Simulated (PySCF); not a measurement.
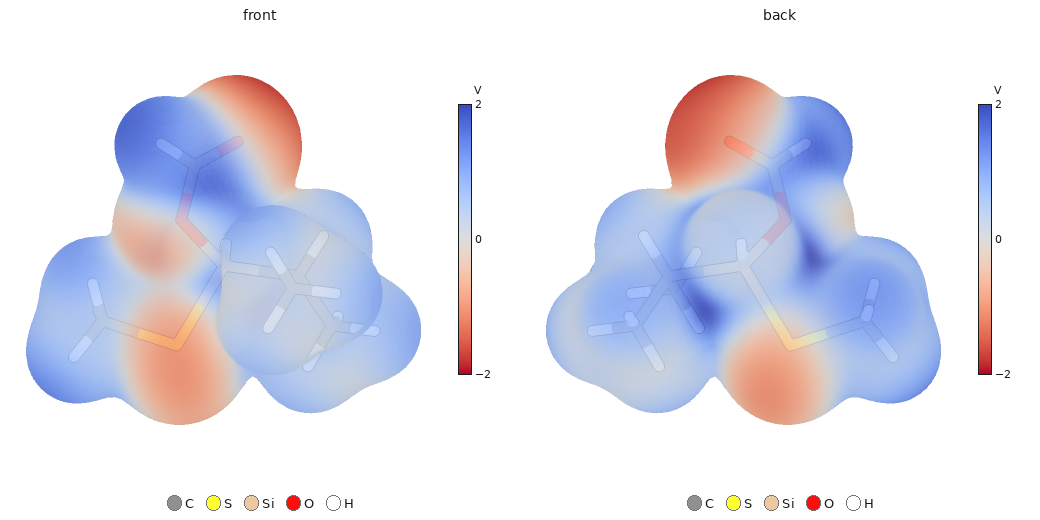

The picture shows: C$_{5}$H$_{12}$O$_{2}$SSi. The electrostatic potential painted on the density surface at 0.004 e/bohr³, seen from the front and from behind; red is negative and blue positive.

Geometry: GFN2-xTB.

Level of theory: PySCF 2.14.0, PBE0/pcSseg-1, SCF density, gas phase, non-relativistic.

```yaml
atoms:
  - { symbol: C, position_ang: [-2.9064, -1.4102, 0.6529] }
  - { symbol: S, position_ang: [-1.1020, -1.6371, 0.7778] }
  - { symbol: Si, position_ang: [-0.3928, -0.1733, -0.6064] }
  - { symbol: O, position_ang: [-1.3487, 1.1536, -0.2234] }
  - { symbol: C, position_ang: [-1.2187, 2.3127, -0.8222] }
  - { symbol: O, position_ang: [-0.4519, 2.5541, -1.7025] }
  - { symbol: C, position_ang: [1.4553, 0.1339, -0.2782] }
  - { symbol: C, position_ang: [1.6849, 0.7558, 1.1021] }
  - { symbol: C, position_ang: [2.2504, -1.1635, -0.4127] }
  - { symbol: H, position_ang: [-3.3465, -1.9714, 1.4696] }
  - { symbol: H, position_ang: [-3.2531, -1.8005, -0.2983] }
  - { symbol: H, position_ang: [-3.1428, -0.3565, 0.7465] }
  - { symbol: H, position_ang: [-0.7208, -0.5368, -1.9818] }
  - { symbol: H, position_ang: [-1.9252, 3.0494, -0.4009] }
  - { symbol: H, position_ang: [1.8227, 0.8381, -1.0309] }
  - { symbol: H, position_ang: [1.3330, 0.0866, 1.8850] }
  - { symbol: H, position_ang: [1.1614, 1.7057, 1.1950] }
  - { symbol: H, position_ang: [2.7464, 0.9390, 1.2595] }
  - { symbol: H, position_ang: [1.9049, -1.8949, 0.3144] }
  - { symbol: H, position_ang: [2.1323, -1.5898, -1.4056] }
  - { symbol: H, position_ang: [3.3086, -0.9779, -0.2404] }
```

Where is the surface potential most negative and most positive?

Answer. The most negative region (about −1.7 V, or −39 kcal/mol for a unit charge) lies over O6, the most positive (about +1.8 V, or +42 kcal/mol for a unit charge) over Si3, C5 and H14. O6 is the likeliest acceptor of a hydrogen bond.

What dipole moment does the calculation give?

Answer. Its dipole moment is 1.32 D.
